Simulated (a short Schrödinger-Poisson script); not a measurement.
Structure: MOS inversion layer, SiO2 on p-type Ge(100), at 300 K.

```
layer  material  thickness (nm)  Na (cm⁻³)
-----  --------  --------------  ---------
1          SiO2             2.9          -
2            Ge             920       2e17
```

The device is made up for the run: typed textbook-type constants, with dimensions and the other settings drawn at random. SiO2: permittivity 3.9, conduction-band edge (eV) 3.1, gap (eV) 9, electron mass (mₑ) 0.5. Ge: permittivity 16, conduction-band edge (eV) 0, gap (eV) 0.664, Nv at 300 K (cm⁻³) 6e18.

Channel valleys (confinement mass, in-plane density-of-states mass, number): L4 0.12, 0.295, 4. At the gate the conduction-band edge of layer 1 lies 3.19 eV − eVg above the Fermi level of the channel; the field vanishes at the back. Gaps are held at their typed values at every temperature. Mesh 0.03 nm at interfaces.

From a short Schrödinger-Poisson script (our own, NumPy): 1D Poisson equation in equilibrium, electrons quantum, Hartree (BenDaniel-Duke, 12 states a valley, the channel's in-plane mass for all, wave functions free to enter the dielectric), parabolic valleys, classical holes, full ionisation, no traps, pinning or gate leakage.

Only gate voltages with over 1e8 electrons/cm² are shown.

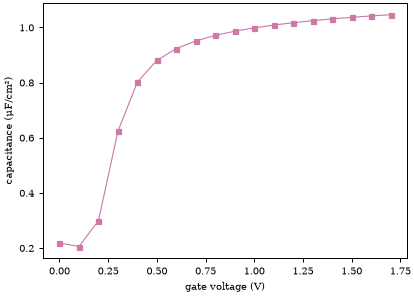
*Quasi-static capacitance against gate voltage*

```
Vg (V)  electrons (cm⁻²)  C (μF/cm²)  L4 E0 (meV)  L4 E1 (meV)
------  ----------------  ----------  -----------  -----------
0                 1.05e8       0.219        306.1        362.8
0.1               1.95e9       0.206        229.8        292.0
0.2              3.42e10       0.299        155.2        222.2
0.3              2.52e11       0.623        103.1        174.4
0.4              6.76e11       0.802         76.8        152.2
0.5              1.19e12       0.881         61.5        140.6
0.6              1.75e12       0.924         50.9        133.5
0.7              2.33e12       0.951         42.7        128.7
0.8              2.93e12       0.971         36.1        125.2
0.9              3.54e12       0.987         30.5        122.5
1                4.16e12       0.999         25.6        120.5
1.1              4.78e12        1.01         21.3        118.9
1.2              5.42e12        1.02         17.3        117.6
1.3              6.05e12        1.02         13.7        116.5
1.4              6.69e12        1.03         10.4        115.6
1.5              7.34e12        1.04          7.2        114.8
1.6              7.99e12        1.04          4.3        114.2
1.7              8.64e12        1.05          1.5        113.7
```

Subbands count from the Fermi level.

Only the L valleys are kept; under strong confinement the Δ valleys of Ge fill too.
